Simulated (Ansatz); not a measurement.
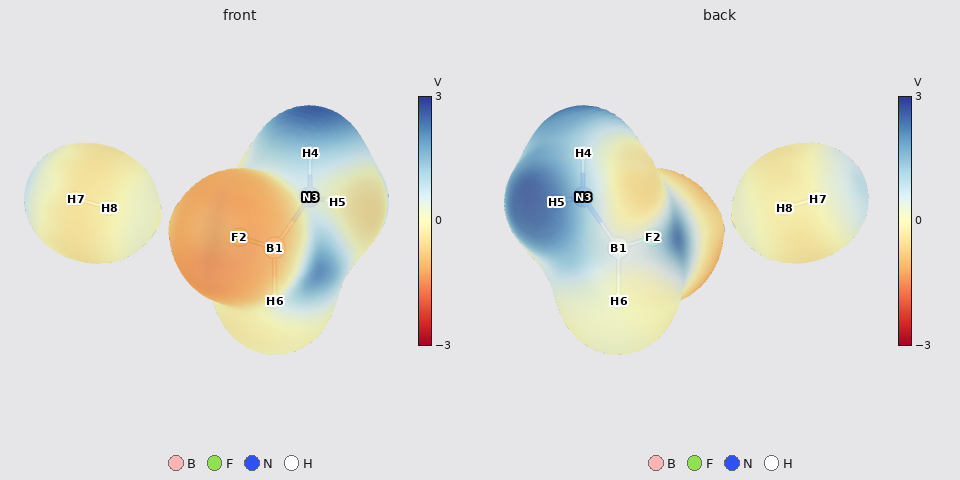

BFH$_{3}$N···H$_{2}$. The molecular electrostatic potential painted on the density surface at 0.004 e/bohr³, seen from the front and from behind; the colour scale runs from red (negative) to blue (positive).

Theory: RHF/def2-SVP (Ansatz 0.2.0).

```xyz
8

B     0.1111   -0.3831   -0.4559
F     0.0566   -0.2855    0.8701
N     1.3493   -0.4849   -1.0783
H     2.2100   -0.4870   -0.5693
H     1.4512   -0.5567   -2.0683
H    -0.9133   -0.3789   -1.0770
H    -0.1163    2.9120    2.2873
H    -0.1148    2.1895    2.0955
```

Where is the surface potential most negative and most positive?

The most negative region (about −1.4 V, or −32 kcal/mol for a unit charge) lies over F2, the most positive (about +2.6 V, or +60 kcal/mol for a unit charge) over H4 and H5.
